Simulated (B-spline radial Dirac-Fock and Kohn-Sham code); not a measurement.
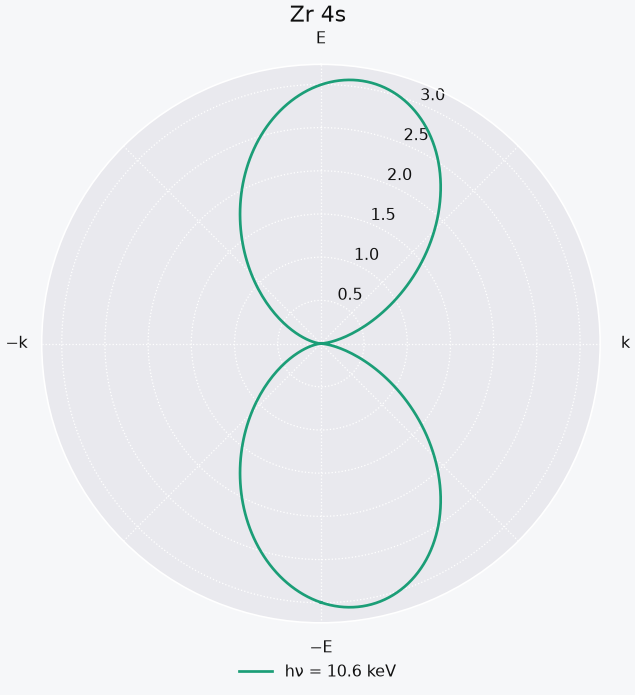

**Figure.** Angular distribution of photoelectrons from N1 (4s) in the plane of the polarisation E (up) and the photon direction k (right), relative to an isotropic one. It refers to atomic Zr. Method: a Dirac–Hartree–Slater potential; 1 + βP₂(cos θ) + (δ + γ cos²θ) sin θ cos φ with E1 and E1–E2 terms (computed with a radial B-spline solver). Open shells are averaged over j.

What can be read from it?

At 10.6 keV, β = 1.996, γ = 1.019 and δ = 0.000. At 10.6 keV the emission 45° forward of E is 1.6 times that 45° backward, and the lobe peaks 9.0° from E towards k.
